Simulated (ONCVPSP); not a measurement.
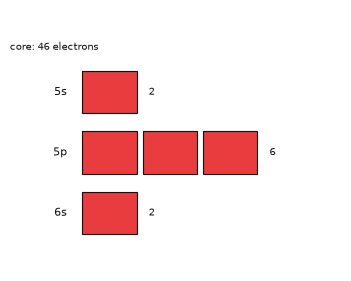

Fig. 1: The valence shells of the reference configuration: a box for each of the 2l + 1 orbitals, shaded by the share of the shell that is filled, with the electron count at the right.

**Ba: pseudopotential generation (part 1 of 2)**

Barium (Ba, Z = 56), core [Kr] 4d10, reference valence 5s2 5p6 6s2, valence charge 10. Computed at this level: ONCV potential, PBEsol, fully relativistic, made with ONCVPSP 4.0.1.

### The input
```
# ATOM AND REFERENCE CONFIGURATION
# atsym  z   nc   nv     iexc    psfile
  Ba 56.00    9    3  -116133      upf
#
#   n    l    f
    1    0    2.00
    2    0    2.00
    2    1    6.00
    3    0    2.00
    3    1    6.00
    3    2   10.00
    4    0    2.00
    4    1    6.00
    4    2   10.00
    5    0    2.00
    5    1    6.00
    6    0    2.00
#
# PSEUDOPOTENTIAL AND OPTIMIZATION
# lmax
    2
#
#   l,   rc,      ep,       ncon, nbas, qcut
    0    3.15    0.00    5    9    3.40
    1    1.80    0.00    4    8    5.00
    2    2.95    0.19    4    8    3.50
#
# LOCAL POTENTIAL
# lloc, lpopt,  rc(5),   dvloc0
    4    5    1.25   -1.00
#
# VANDERBILT-KLEINMAN-BYLANDER PROJECTORs
# l, nproj, debl
    0    3    1.40
    1    2    2.60
    2    2    1.20
#
# MODEL CORE CHARGE
# icmod, fcfact, rcfact
    3    5.50    1.55
#
# LOG DERIVATIVE ANALYSIS
# epsh1, epsh2, depsh
   -3.00    5.00    0.02
#
# OUTPUT GRID
# rlmax, drl
    6.00    0.01
#
# TEST CONFIGURATIONS
# ncnf
    4
# nvcnf
#   n    l    f
    3
    5    0    2.00
    5    1    6.00
    6    0    1.00
#
    3
    5    0    2.00
    5    1    6.00
    6    0    0.00
#
    3
    5    0    2.00
    5    1    6.00
    6    0    1.50
#
    4
    5    0    2.00
    5    1    6.00
    6    0    1.00
    6    1    1.00
#
```

Hardware: 1 CPU thread, shared host.

Launched with:
```bash
oncvpspr.x < Ba.dat > Ba.out
```

### Log (extracts)
```
ONCVPSP  (Optimized Norm-Conservinng Vanderbilt PSeudopotential)
relativistic version 4.0.1

#   n    l    f        energy (Ha)
    1    0    2.00    -1.3675277D+03
    2    0    2.00    -2.1607843D+02
    2    1    6.00    -1.8954056D+02    -2.0355925D+02
    3    0    2.00    -4.5603730D+01
    3    1    6.00    -3.7639930D+01    -4.0349136D+01
    3    2   10.00    -2.7837388D+01    -2.8415129D+01
    4    0    2.00    -8.9411523D+00
    4    1    6.00    -6.4651852D+00    -7.0314907D+00
    4    2   10.00    -3.2499722D+00    -3.3461693D+00
    5    0    2.00    -1.2370280D+00
    5    1    6.00    -6.6493556D-01    -7.4168481D-01
    6    0    2.00    -1.1929290D-01

Reference configufation results
  iterations    26
  all-electron total energy (Ha)   -8.13612050D+03

Begin loop to  construct optimized pseudo wave functions
and semi-local pseudopoentials for all angular momenta

   Wellstate for l =  0  n =  8 kap= -1
     eigenvalue =   1.2807
     asymptotic potential =   1.7807
     half-point radius =  6.1096

Calculating optimized projector #   1

 for l=   0

    Fraction of norm inside rc  0.987866
    Optimizing pswf for qcut=   3.40 a_B^-1,  ecut=   5.79 Ha
    Residual kinetic energy error=  5.19D-05 Ha

    Energy error per electron        Cutoff
         Ha          eV             Ha
         0.01000     0.27211        1.71
         0.00100     0.02721        2.95
         0.00010     0.00272        5.36
         0.00001     0.00027       19.37

Calculating optimized projector #   2

 for l=   0

    Fraction of norm inside rc  0.139278
    Optimizing pswf for qcut=   3.40 a_B^-1,  ecut=   5.79 Ha
    Residual kinetic energy error=  9.51D-05 Ha

    Energy error per electron        Cutoff
         Ha          eV             Ha
         0.01000     0.27211        1.44
         0.00100     0.02721        3.03
         0.00010     0.00272        5.76
         0.00001     0.00027       21.25

Calculating optimized projector #   3

 for l=   0

    Fraction of norm inside rc  0.177883
    Optimizing pswf for qcut=   3.40 a_B^-1,  ecut=   5.79 Ha
    Residual kinetic energy error=  1.65D-03 Ha

    Energy error per electron        Cutoff
         Ha          eV             Ha
         0.01000     0.27211        3.64
         0.00100     0.02721        6.47
         0.00010     0.00272       16.23
         0.00001     0.00027       32.14

   Wellstate for l =  1  n =  7 kap= -2
     eigenvalue =   1.9351
     asymptotic potential =   2.4351
     half-point radius =  3.8432

Calculating optimized projector #   1

 for l=   1

    Fraction of norm inside rc  0.451595
    Optimizing pswf for qcut=   5.00 a_B^-1,  ecut=  12.48 Ha
    Residual kinetic energy error=  5.64D-04 Ha

    Energy error per electron        Cutoff
         Ha          eV             Ha
         0.01000     0.27211        8.17
         0.00100     0.02721       11.63
         0.00010     0.00272       32.83
         0.00001     0.00027       60.13

Calculating optimized projector #   2

 for l=   1

    Fraction of norm inside rc  0.093008
    Optimizing pswf for qcut=   5.00 a_B^-1,  ecut=  12.48 Ha
    Residual kinetic energy error=  1.31D-03 Ha

    Energy error per electron        Cutoff
         Ha          eV             Ha
         0.01000     0.27211        9.25
         0.00100     0.02721       13.24
         0.00010     0.00272       37.28
         0.00001     0.00027       81.75

   Wellstate for l =  1  n =  7 kap=  1
     eigenvalue =   1.8583

Calculating optimized projector #   1

 for l=   1

    Fraction of norm inside rc  0.505249
    Optimizing pswf for qcut=   5.00 a_B^-1,  ecut=  12.48 Ha
    Residual kinetic energy error=  8.52D-04 Ha

    Energy error per electron        Cutoff
         Ha          eV             Ha
         0.01000     0.27211        8.35
         0.00100     0.02721       12.21
         0.00010     0.00272       49.73
         0.00001     0.00027       63.30

Calculating optimized projector #   2

 for l=   1

    Fraction of norm inside rc  0.092508
    Optimizing pswf for qcut=   5.00 a_B^-1,  ecut=  12.48 Ha
    Residual kinetic energy error=  1.86D-03 Ha

    Energy error per electron        Cutoff
         Ha          eV             Ha
         0.01000     0.27211        9.54
         0.00100     0.02721       13.87
         0.00010     0.00272       33.66
         0.00001     0.00027       60.35

WARNING wellstate: moderately localized bound state found for n= 5 l=  2
WARNING scattering state with energy  0.05000000
WARNING will be used for the first projector

   Wellstate for l =  2  n =  6 kap= -3
     eigenvalue =   0.0500
     asymptotic potential =   0.5500
     half-point radius = 23.2643

   Wellstate for l =  2  n =  7 kap= -3
     eigenvalue =   1.2500
     asymptotic potential =   1.7500
     half-point radius =  5.5919

Calculating optimized projector #   1

 for l=   2

    Fraction of norm inside rc  0.088014
    Optimizing pswf for qcut=   3.49 a_B^-1,  ecut=   6.10 Ha
    Residual kinetic energy error=  1.52D-05 Ha

    Energy error per electron        Cutoff
         Ha          eV             Ha
         0.01000     0.27211        2.40
         0.00100     0.02721        3.90
         0.00010     0.00272        5.14
         0.00001     0.00027        6.98

Calculating optimized projector #   2

 for l=   2

    Fraction of norm inside rc  0.180525
    Optimizing pswf for qcut=   3.49 a_B^-1,  ecut=   6.10 Ha
    Residual kinetic energy error=  9.80D-04 Ha

    Energy error per electron        Cutoff
         Ha          eV             Ha
         0.01000     0.27211        4.52
         0.00100     0.02721        6.09
         0.00010     0.00272        9.00
         0.00001     0.00027       17.01

   Wellstate for l =  2  n =  5 kap=  2
     eigenvalue =   0.1900

   Wellstate for l =  2  n =  7 kap=  2
     eigenvalue =   1.1233

Calculating optimized projector #   1

 for l=   2

    Fraction of norm inside rc  0.448471
    Optimizing pswf for qcut=   3.49 a_B^-1,  ecut=   6.10 Ha
    Residual kinetic energy error=  6.52D-05 Ha

    Energy error per electron        Cutoff
         Ha          eV             Ha
         0.01000     0.27211        3.35
         0.00100     0.02721        4.71
         0.00010     0.00272        5.87
         0.00001     0.00027       14.35

Calculating optimized projector #   2

 for l=   2

    Fraction of norm inside rc  0.182400
    Optimizing pswf for qcut=   3.49 a_B^-1,  ecut=   6.10 Ha
    Residual kinetic energy error=  1.19D-03 Ha

    Energy error per electron        Cutoff
         Ha          eV             Ha
         0.01000     0.27211        4.61
         0.00100     0.02721        6.29
         0.00010     0.00272        9.91
         0.00001     0.00027       19.65

Construct Vanderbilt / Kleinmman-Bylander projectors

B matrix Hermiticity error, ll=  0  kap= -1
   1   2    6.2559D-05
   1   3    1.8638D-04
   2   3   -4.3175D-05

  Orthonormal projector coefficients  1.2241E+01  2.3088E+00  3.9851E-01

B matrix Hermiticity error, ll=  1  kap= -2
   1   2   -2.3733D-04

  Orthonormal projector coefficients  9.4233E+00  1.0318E+00

B matrix Hermiticity error, ll=  1  kap=  1
   1   2   -2.5498D-04

  Orthonormal projector coefficients  9.7232E+00  1.1512E+00

B matrix Hermiticity error, ll=  2  kap= -3
   1   2    2.5062D-05

  Orthonormal projector coefficients  5.0106E+00  4.4755E-01

B matrix Hermiticity error, ll=  2  kap=  2
   1   2   -5.5730D-05

  Orthonormal projector coefficients  5.1217E+00  4.7309E-01

 Orthonormal scalar projector coefficients, l =  1
  9.5039E+00  1.0646E+00  2.6154E-02  2.6112E-04

 Orthonormal spin-orbit projector coefficients, l =  1
 -7.9751E-01  4.0267E-01  1.2234E-01 -7.0348E-03

 Orthonormal scalar projector coefficients, l =  2
  5.0543E+00  4.5802E-01  5.3517E-04  6.4806E-06

 Orthonormal spin-orbit projector coefficients, l =  2
 -8.2446E-02  2.1726E-02  6.3924E-03 -3.1165E-04

Model core correction analysis
  based on d2Exc/dn_idn_j

d2excae - all-electron derivatives

   -2.012196D-02   -1.711517D-02   -1.407467D-03
   -1.711525D-02   -1.683257D-02   -2.458258D-03
   -1.407299D-03   -2.457736D-03   -2.401778D-02

d2excps - pseudofunction derivatives with no core correction

   -3.881267D-02   -2.446002D-02   -3.037749D-03
   -2.446044D-02   -2.519483D-02   -3.136098D-03
   -3.038549D-03   -3.135541D-03   -2.520812D-02

rms 2nd derivative error    7.708749E-03

rmatch, rhocmatch    1.2817    2.5782

Teter function model core charge with specified parameters

d2excps - pseudofunction derivatives with core correction

   -1.943627D-02   -1.604015D-02   -1.588855D-03
   -1.603990D-02   -1.897206D-02   -2.706458D-03
   -1.588609D-03   -2.705888D-03   -2.505552D-02

rms 2nd derivative error    9.789706E-04

Pseudoatom total energy  -26.116428

Diagnostic tests using Vanderbilt-Kleinman-Bylander pseudopotentials
  relativistic with J = L +/- 1/2 projectors

   l  kap   rcore       rmatch      e in        delta e    norm test   slope test

   0  -1   3.1627786   3.2588074  -1.2370280  -0.0000025   1.0003594   1.0003485
   0  -1   3.1627786   3.2588074  -0.1192929   0.0000002   1.0000128   1.0000101
   0  -1   3.1627786   3.2588074   1.2807071   0.0000005   1.0001408   1.0001408

   1  -2   1.8024308   1.8571565  -0.6649356  -0.0000072   1.0000522   1.0000941
   1   1   1.8024308   1.8571565  -0.7416848   0.0000019   1.0000610   1.0000593
   1  -2   1.8024308   1.8571565   1.9350644  -0.0000014   1.0005841   1.0005841
   1   1   1.8024308   1.8571565   1.9033199   0.0000045   1.0004758   1.0004758

   2  -3   2.9613586   3.0512719   0.0500000   0.0000002   1.0000447   1.0000447
   2   2   2.9613586   3.0512719  -0.0766510   0.0000005   1.0000362   1.0000362
   2  -3   2.9613586   3.0512719   1.2500000   0.0000111   1.0001329   1.0001329
   2   2   2.9613586   3.0512719   1.2440741   0.0000118   1.0001299   1.0001299

Diagnostic tests using Vanderbilt-Kleinman-Bylander pseudopotentials
  relativistic with scalar and spin-orbit non-local projectors

   l  kap   rcore       rmatch      e in        delta e    norm test   slope test

   0  -1   3.1627786   3.2588074  -1.2370280  -0.0000025   1.0003594   1.0003485
   0  -1   3.1627786   3.2588074  -0.1192929   0.0000002   1.0000128   1.0000101
   0  -1   3.1627786   3.2588074   1.2807071   0.0000005   1.0001408   1.0001408

   1  -2   1.8024308   1.8571565  -0.6649356  -0.0000076   1.0000521   1.0000920
   1   1   1.8024308   1.8571565  -0.7416848   0.0000015   1.0000610   1.0000578
   1  -2   1.8024308   1.8571565   1.9350644  -0.0000020   1.0005836   1.0005836
   1   1   1.8024308   1.8571565   1.9033199   0.0000040   1.0004756   1.0004756

   2  -3   2.9613586   3.0512719   0.0500000  -0.0001245   1.0000890   1.0000890
   2   2   2.9613586   3.0512719  -0.0766510  -0.0001135   1.0000835   1.0000835
   2  -3   2.9613586   3.0512719   1.2500000  -0.0000330   1.0000705   1.0000705
   2   2   2.9613586   3.0512719   1.2440741  -0.0000277   1.0000704   1.0000704

Ghost test for J = L + 1/2

 Testing for bound ghosts
   n   l    E NL Schr. Eq   E Basis Diag.   E Cutoff

   1   0       -1.237030       -1.237029     45.08
       0                       -1.206421     45.08  WARNING - GHOST(-)
   2   0       -0.119293       -0.114481     45.08

   2   1       -0.664943       -0.663645     92.86

   3   2       -0.072706       -0.069468     39.20

 Testing for highly-localized positive-energy ghosts
       l    <radius>/rc     E Basis Diag.   E Cutoff

       1        0.635882        2.726309     92.86  WARNING - GHOST(+)

Ghost test for J = L - 1/2

 Testing for bound ghosts
   n   l    E NL Schr. Eq   E Basis Diag.   E Cutoff

   1   0       -1.237030       -1.237029     45.08
       0                       -1.206421     45.08  WARNING - GHOST(-)
   2   0       -0.119293       -0.114481     45.08

   2   1       -0.741683       -0.740886     92.86

   3   2       -0.077223       -0.074355     39.20

 Testing for highly-localized positive-energy ghosts
       l    <radius>/rc     E Basis Diag.   E Cutoff

       1        0.339195        3.434035     92.86  WARNING - GHOST(+)

Test configuration 0

   n   l kap    f        eae           eps        diff
   1   0  -1  2.0000-1367.52774278
   2   0  -1  2.0000 -216.07842901
   2   1  -2  4.0000 -189.54056074
   2   1   1  2.0000 -203.55925381
   3   0  -1  2.0000  -45.60373049
   3   1  -2  4.0000  -37.63993004
   3   1   1  2.0000  -40.34913563
   3   2  -3  6.0000  -27.83738810
   3   2   2  4.0000  -28.41512878
   4   0  -1  2.0000   -8.94115229
   4   1  -2  4.0000   -6.46518525
   4   1   1  2.0000   -7.03149067
   4   2  -3  6.0000   -3.24997219
   4   2   2  4.0000   -3.34616925
   5   0  -1  2.0000   -1.23702798   -1.23703045   -2.47E-06
   5   1  -2  4.0000   -0.66493556   -0.66494278   -7.22E-06
   5   1   1  2.0000   -0.74168481   -0.74168290    1.91E-06
   6   0  -1  2.0000   -0.11929290   -0.11929270    2.00E-07

    Total energies and differences
      AE_ref= -8.13612050E+03  AE_tst= -8.13612050E+03  dif=  0.00E+00
      PS_ref= -2.61164281E+01  PS_tst= -2.61164281E+01  dif= -4.62E-14
      PSP excitation error=  4.62E-14

Test configuration 1
```

(Continued in part 2.) Outcome of the run: generated, with a ghost state.
